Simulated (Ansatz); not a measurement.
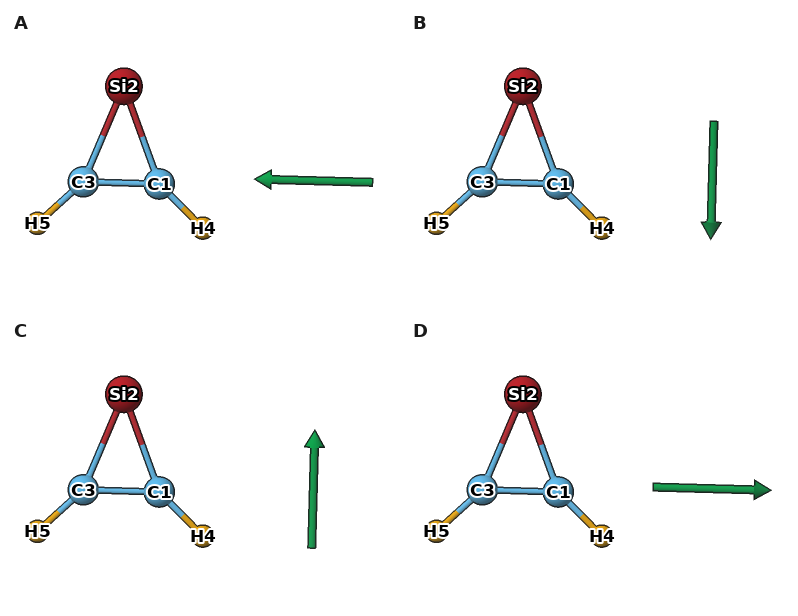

The same molecule four times, each with an arrow. The computed structure is the end point of a PBE-D4/def2-SVP optimisation. No frequency run is at hand to confirm it as a minimum. Method: RKS PBE-D4/def2-SVP (Ansatz 0.2.0).

Which arrow points along the dipole moment, from the negative to the positive end?

B. The dipole moment is 1.16 D; it points from the side of Si2 to the side of H4, H5 (the outermost atoms at the two ends).
